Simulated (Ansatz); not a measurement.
Three curves of one kind of scan: energy against volume (even scaling of the relaxed cell, symmetry kept). Computed with PBE (plane waves to 420 eV, PAW, scalar-relativistic; Ansatz, a first-principles code). Each is measured from its own zero (the relaxed starting cell). 

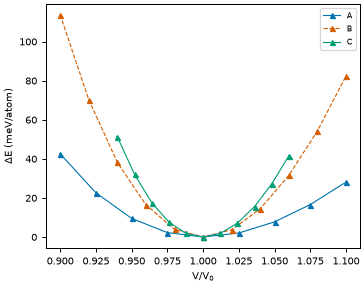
*Curves A, B and C.*

Task: Which curve belongs to the crystal with a fitted bulk modulus of 170 GPa and a relaxed volume of 18.13 Å³/atom?

Result: Curve B, Nb (bcc, W type): near the minimum ΔE ≈ ½·B₀·V₀·(V/V₀ − 1)², with B₀·V₀ = 19 eV/atom.

All were relaxed with their symmetry unable to fall. CuI is run without spin polarisation. Mo is run without spin polarisation. Nb is run without spin polarisation. Spin-orbit coupling is left out. The PAW data are Ansatz's earlier set.

(Under strain, the slope of the energy per volume gives the stress and its curvature an elastic modulus.)
